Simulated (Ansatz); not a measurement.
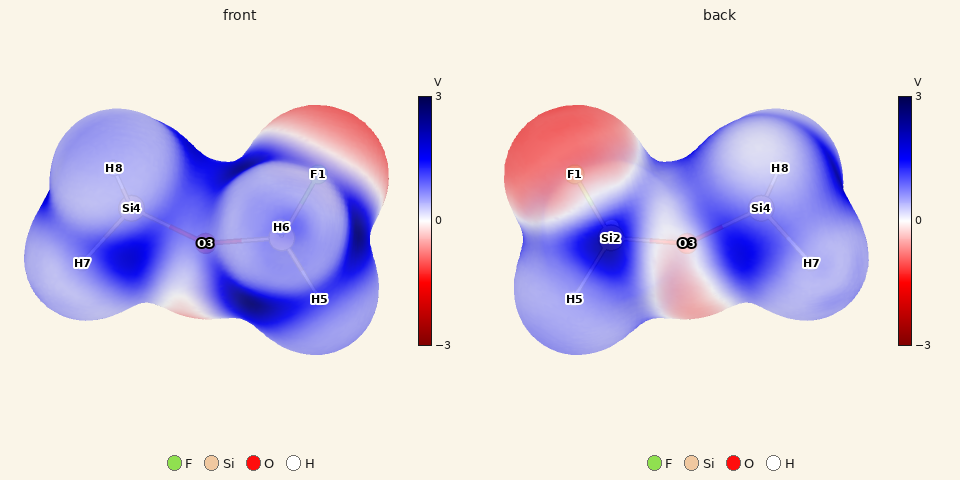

FH$_{4}$OSi$_{2}$ (SMILES F[SiH2]O[SiH2]) (doublet). The electrostatic potential painted on the density surface at 0.004 e/bohr³, seen from the front and from behind; the colour scale runs from red (negative) to blue (positive).

Geometry: PBE0-D4/def2-TZVP.

Level of theory: UKS PBE0-D4/def2-TZVPP (Ansatz).

```xyz
8

F    -0.1265    1.8021    1.4459
Si    0.3913    1.2620    0.0387
O    -0.3973   -0.1017   -0.3394
Si   -0.8214   -1.6364    0.0659
H     0.0815    2.2835   -0.9806
H     1.8398    0.9958    0.1781
H    -1.2078   -2.3428   -1.1866
H     0.3326   -2.3195    0.7220
```

Which sites attract a positive test charge, and which a negative one?

Answer. A positive charge is drawn to the negative regions and a negative charge to the positive ones. The most negative region (about −0.9 V) lies over F1, the most positive (about +2.5 V) over Si2.
